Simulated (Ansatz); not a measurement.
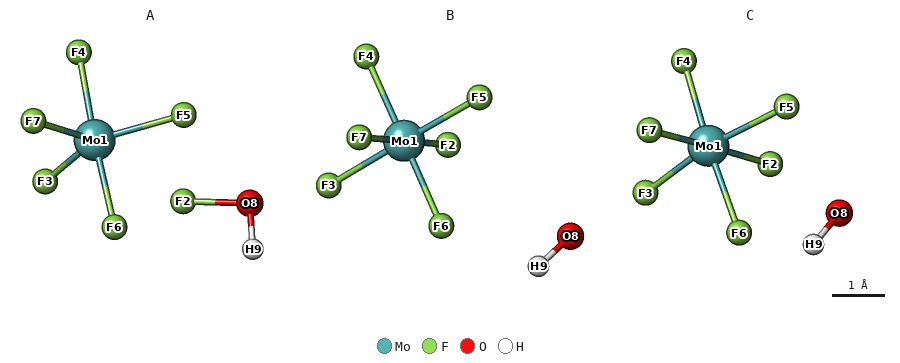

3 geometries from one relaxation of MoHOF₆ (multiplicity 2), in shuffled order. A ball-and-stick model, seen from a free direction.

The run prepares an end point of a later path (reaction) calculation, from a guessed geometry.

Method: Ansatz 0.2.0, UKS PBE/def2-SVP. Settings: collinear spin; force threshold 0.03 eV/Å; at most 50 steps.

### Order the frames from highest to lowest energy.

A, C, B. They are steps 0, 8, 19, at +190.0 kJ/mol, +109.5 kJ/mol relative to the last. The atom that moves furthest after the best rigid fit is F2 (1.29 Å). By element the largest moves are F 1.29 Å, O 0.87 Å, H 0.67 Å, Mo 0.43 Å. Some distances before and after: F2–O8 1.346 → 3.046 Å, Mo1–F2 2.959 → 1.838 Å, Mo1–F4 1.881 → 1.841 Å, Mo1–F6 1.891 → 1.857 Å. New bonds form, among them: Mo1–F2 (2.96 → 1.84 Å). Bonds break, among them: F2–O8 (1.35 → 3.05 Å). Among the angles between lasting bonds that change: F3–Mo1–F5 138.3° → 179.1°, F5–Mo1–F7 115.0° → 90.0°, F3–Mo1–F7 106.7° → 89.7°. After 18 accepted moves (19 points after the start) the energy has fallen by 190.0 kJ/mol. The largest force component goes from 2.9 to 0.027 eV/Å. The line search rejected the trial step at point 18 of the run. The forces were under the threshold at step 17, but the run went on from there. Cost: 2 min on 4 threads of Intel(R) Xeon(R) Platinum 8259CL CPU @ 2.50GHz (Skylake/Cascade Lake), with other jobs on the host, peak memory 0.42 GiB.

Limits of the set-up: the start holds two separate molecules, 2.8 Å apart at their closest, whose relative position is a soft coordinate and is computed without a dispersion correction.
